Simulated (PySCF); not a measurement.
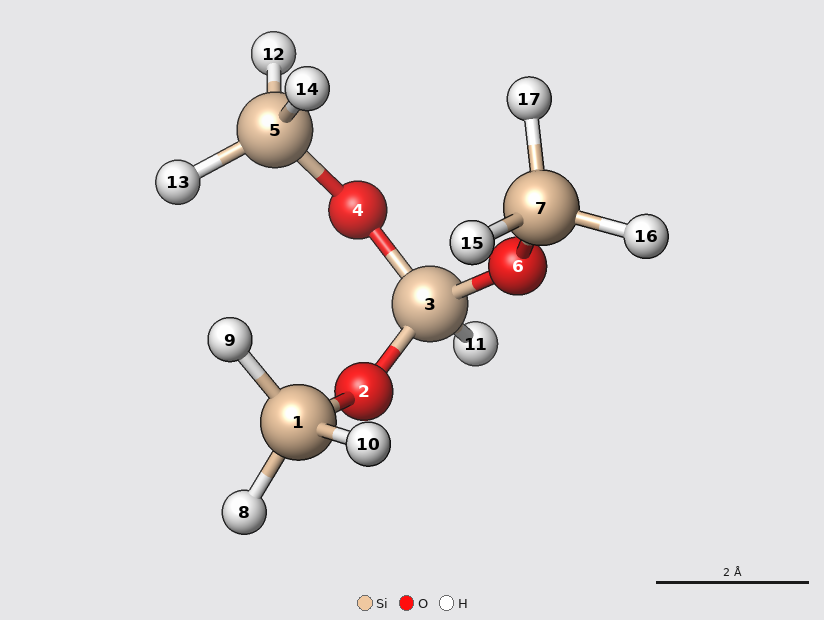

Computed geometry: GFN2-xTB optimisation. No frequency run is at hand to confirm it as a minimum.

List the bonds and their lengths.

```csv
bond,length (Å),order
Si1–O2,1.621,single
Si1–H8,1.461,single
Si1–H9,1.465,single
Si1–H10,1.464,single
O2–Si3,1.612,single
Si3–O4,1.612,single
Si3–O6,1.612,single
Si3–H11,1.440,single
O4–Si5,1.621,single
Si5–H12,1.461,single
Si5–H13,1.464,single
Si5–H14,1.466,single
O6–Si7,1.621,single
Si7–H15,1.466,single
Si7–H16,1.461,single
Si7–H17,1.464,single
```
